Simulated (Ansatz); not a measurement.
A series of calculations on BH3O2 and related structures

## 1. Relaxation

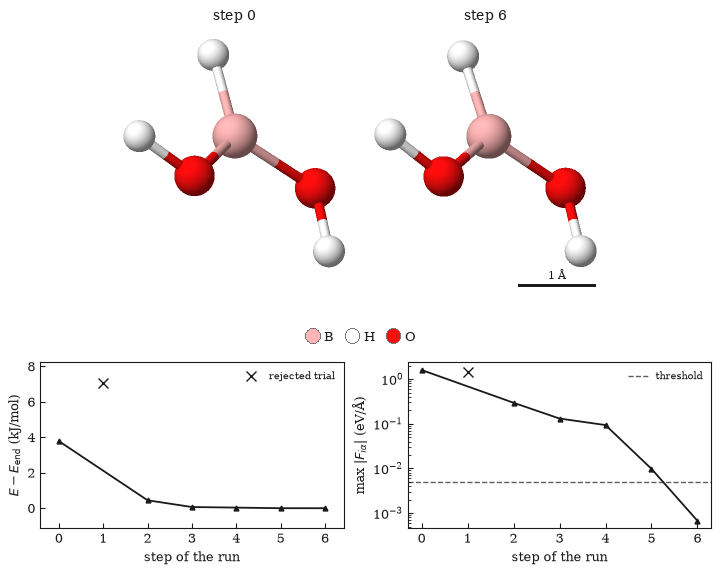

First and last geometry of a relaxation of BH$_{3}$O$_{2}$, with the history of the run. Style: ball-and-stick. Shown from a free direction.

It is one of the separated reactants of a reaction.

The calculation used RKS PBE0-D4/def2-TZVP in Ansatz 0.2.0. Set-up: force threshold 0.005 eV/Å; at most 200 steps.

Did the run converge, and what did it change?

It converged. Over 5 accepted moves (6 points after the start) the energy falls by 3.79 kJ/mol. The largest force component goes from 1.6 to 0.00067 eV/Å. The line search rejected the trial step at point 1 of the run. The largest move after the best rigid fit is that of the B atom, 0.044 Å. By element the largest moves are B 0.044 Å, O 0.025 Å, H 0.024 Å. Some distances before and after: B–O 1.382 → 1.353 Å, B–O 1.356 → 1.364 Å, B–H 1.191 → 1.198 Å. Bond angles that change, for instance: H–B–O 124.6° → 122.3°, O–B–O 117.0° → 119.3°.

```json
{"step": "0", "E − E(0), kJ/mol": "0.00", "largest force component, eV/Å": "1.6030", "note": ""}
{"step": "1", "E − E(0), kJ/mol": "3.30", "largest force component, eV/Å": "1.4660", "note": "rejected"}
{"step": "2", "E − E(0), kJ/mol": "-3.34", "largest force component, eV/Å": "0.2960", "note": ""}
{"step": "3", "E − E(0), kJ/mol": "-3.72", "largest force component, eV/Å": "0.1311", "note": ""}
{"step": "4", "E − E(0), kJ/mol": "-3.75", "largest force component, eV/Å": "0.0937", "note": ""}
{"step": "5", "E − E(0), kJ/mol": "-3.79", "largest force component, eV/Å": "0.0098", "note": ""}
{"step": "6", "E − E(0), kJ/mol": "-3.79", "largest force component, eV/Å": "0.0007", "note": ""}
```

## 2. Relaxation

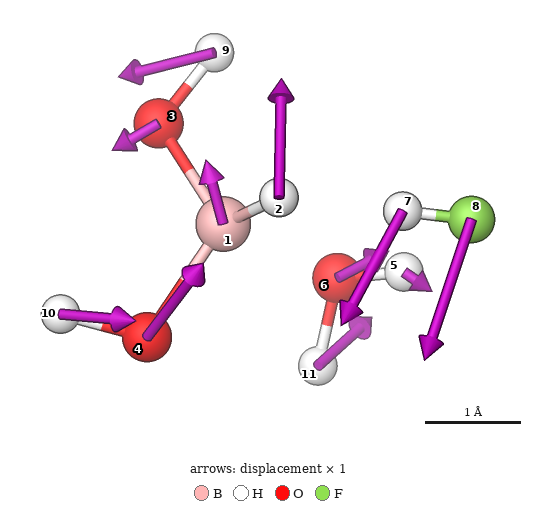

This is a relaxation of BH$_{6}$O$_{3}$F (started from a transition state, displaced along its imaginary mode). The starting structure is drawn; purple arrows show the displacements, at their true length. The two geometries are superimposed by the best rigid fit.

Style: ball-and-stick. Shown face on.

Theory: RKS PBE0-D4/def2-TZVP in Ansatz. (force threshold 0.005 eV/Å; at most 200 steps)

Q: Describe the change and its energy.

A: Over 38 accepted moves (41 points after the start) the energy falls by 376.0 kJ/mol. Largest force component: 18 eV/Å at the start, 0.0022 eV/Å at the end. The line search rejected the trial steps at points 7, 14, 31 of the run. The largest move after the best rigid fit is that of F8, 1.63 Å. By element the largest moves are F 1.63 Å, H 1.43 Å, O 1.31 Å, B 0.72 Å. Near-neighbour distances that change, for instance: B1–O6 1.712 → 2.627 Å, H7–F8 0.737 → 0.952 Å, H5–O6 0.816 → 0.967 Å, B1–O3 1.438 → 1.356 Å. Among the angles between lasting bonds that change: H2–B1–O3 117.2° → 124.6°, H5–O6–H11 111.3° → 105.3°, O3–B1–O4 112.3° → 117.0°.

## 3. Reaction

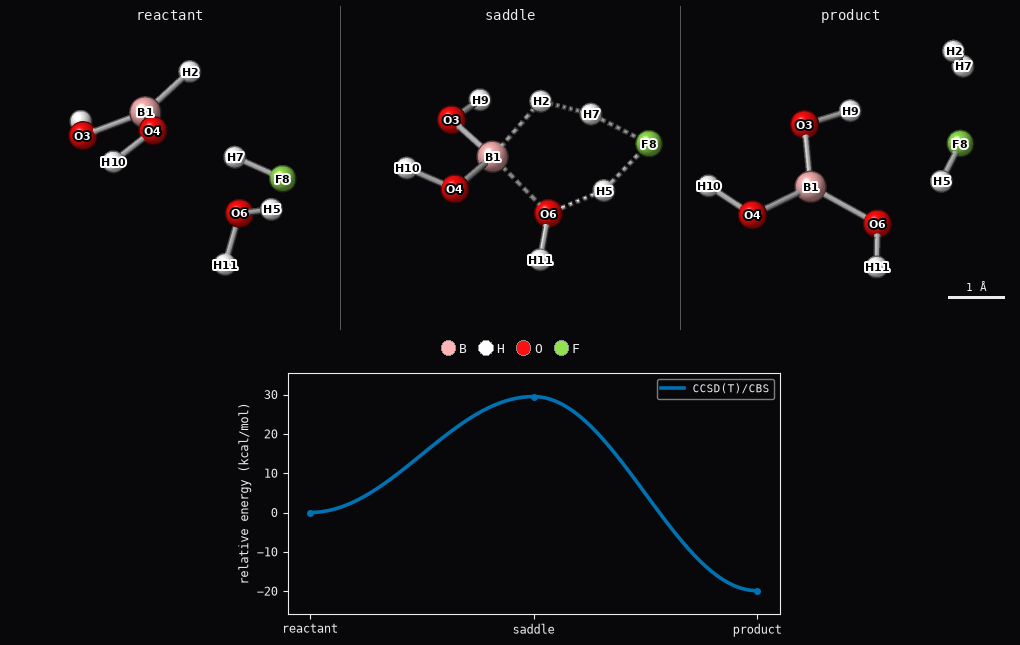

A reaction step of BH6O3F, with its energy diagram. The picture is a ball-and-stick view, seen at a tilt. Dashed sticks mark bonds that form or break.

Stationary points at PBE0-D4/def2-TZVP, single-point energies with CCSD(T)/CBS (def2-TZVPP where no basis is named; Ansatz 0.2.0). The energies are electronic, without zero-point or thermal terms, and both ends are the minima reached downhill from the saddle, with any fragments still in contact. CCSD(T)/CBS stands for a frozen-core estimate: MP2 correlation extrapolated from def2-TZVPP and def2-QZVPP, CCSD(T) minus MP2 from the smaller set.

### What happens, and what does it cost?

Counted by bonded pieces, the reactant holds BH₃O₂ + HF + H₂O and the product holds BH₃O₃ + HF + H₂. From the reactant over the saddle to the product, bonds form: B1–O6 (2.63 → 1.54 → 1.39 Å), H2–H7 (2.84 → 0.95 → 0.75 Å), H5–F8 (1.96 → 1.25 → 0.95 Å). Bonds break: B1–H2 (1.19 → 1.44 → 3.90 Å), H5–O6 (0.97 → 1.11 → 1.64 Å), H7–F8 (0.95 → 1.22 → 2.67 Å). The saddle has one imaginary mode, 1152i cm⁻¹. With CCSD(T)/CBS the barrier is 29.5 kcal/mol from the reactant and 49.4 kcal/mol from the product, and the product lies 19.9 kcal/mol below the reactant.
